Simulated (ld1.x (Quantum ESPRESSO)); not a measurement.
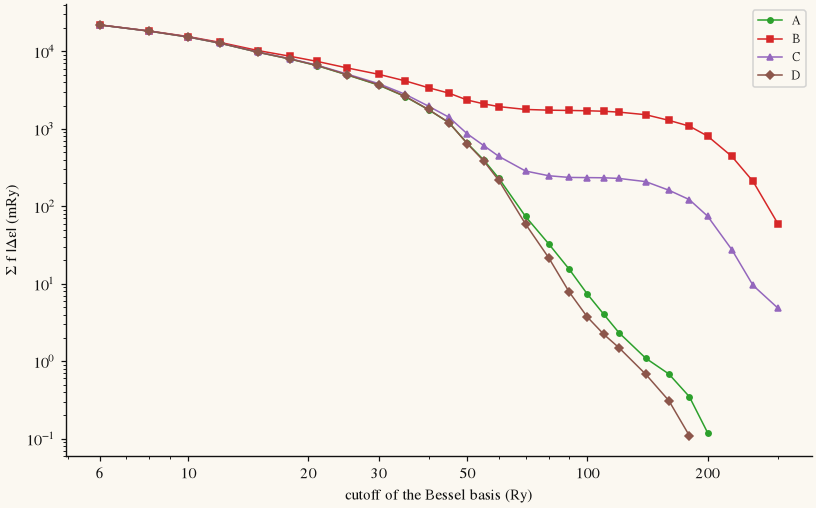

The occupation-weighted error of the valence levels in a spherical-Bessel basis for 4 variants of one potential.

Base settings:

```
Element                 : manganese
Generator               : ld1.x (Quantum ESPRESSO) 7.5
Type                    : norm-conserving Troullier–Martins (Kleinman–Bylander form)
Functional              : PBE
Relativity              : scalar-relativistic
Frozen core             : [Ne]
Valence charge          : 15
Reference configuration : 3s2 3p6 3d5 4s1.5 4p0 (charge +0.5)
Partial waves           : 3p (bound): rc 0.85 bohr; 3d (bound): rc 1.70 bohr; 3s (bound): rc 1.45 bohr
Local potential         : the s channel
Core correction         : Bessel-smoothed model core, default radius (core density twice the valence density)
```

> The variants differ in the radius of the p channel: 0.60 bohr, 0.66 bohr, 1.04 bohr, 1.12 bohr. Which curve belongs to which value?

A: 1.04 bohr; B: 0.60 bohr; C: 0.66 bohr; D: 1.12 bohr.

> What did the other tests of these runs give?

A: loose cutoff 100 Ry; bound ghosts none; largest test error -5624 meV. B: loose cutoff over 300 Ry; bound ghosts none; 1 of 7 tests not solved. C: loose cutoff 260 Ry; bound ghosts none; largest test error -5625 meV. D: loose cutoff 90 Ry; bound ghosts none; largest test error -5622 meV. The loose cutoff is the first of the cutoffs, on a coarse ladder, from which the occupation-weighted sum of valence levels, in a spherical-Bessel basis at the reference potential, stays within 10 and 1 mRy of its value at 400 Ry.

Of the 5 potentials behind this page, the base run counted, 5 are unsound (ghost states, missed reference levels or an overlap that isn't positive definite).
